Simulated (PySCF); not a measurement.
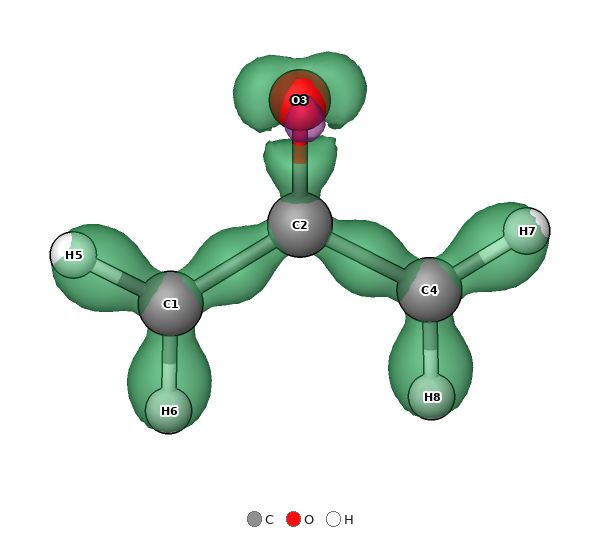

Figure 1: C₃H₄O, triplet, SMILES `[CH2]C(=O)[CH2]`. Deformation density (molecule less spherical, spin-averaged free atoms at the same positions), surfaces at ±0.27 e/Å³; green: gain, purple: loss.

Method: PBE0/def2-TZVP; geometry: GFN2-xTB; program: PySCF. No frequency check shows the geometry to be a minimum. The stability of the open-shell solution wasn't checked. GFN2-xTB doesn't know the spin state, so this open-shell geometry is rough.

Coordinates in Å:

```
C1       1.2315    0.6416    0.0000
C2      -0.0001   -0.0897    0.0000
O3       0.0047   -1.3418    0.0000
C4      -1.2358    0.6349    0.0000
H5       2.1600    0.1012    0.0000
H6       1.2484    1.7153    0.0000
H7      -2.1613    0.0894    0.0000
H8      -1.2585    1.7085    0.0000
```

**Describe the bonding that the map shows.**

C1–H5 and C4–H7: +0.79 e/Å³ at the bond critical point (bond length 1.07 Å, Mayer order 1.0). C1–H6 and C4–H8: +0.78 e/Å³ at the bond critical point (bond length 1.07 Å, Mayer order 0.9). C1–C2 and C2–C4: +0.66 e/Å³ at the bond critical point (bond length 1.43 Å, Mayer order 1.2). C2–O3: +0.54 e/Å³ at the bond critical point (bond length 1.25 Å, Mayer order 1.7). In all, 1.9 electrons gather in the regions of gain relative to the promolecule.

**Where do the Hirshfeld charges lie?**

The highest Hirshfeld charge is on C2 (+0.08 e), the lowest on O3 (−0.20 e).

| atom | charge (e) |
| --- | --- |
| C1 | −0.05 |
| C2 | +0.08 |
| O3 | −0.20 |
| C4 | −0.05 |
| H5 | +0.06 |
| H6 | +0.05 |
| H7 | +0.06 |
| H8 | +0.06 |

The PySCF run took 26 s on 1 thread of Arm Neoverse V1 (shared host), peak memory 0.55 GiB.
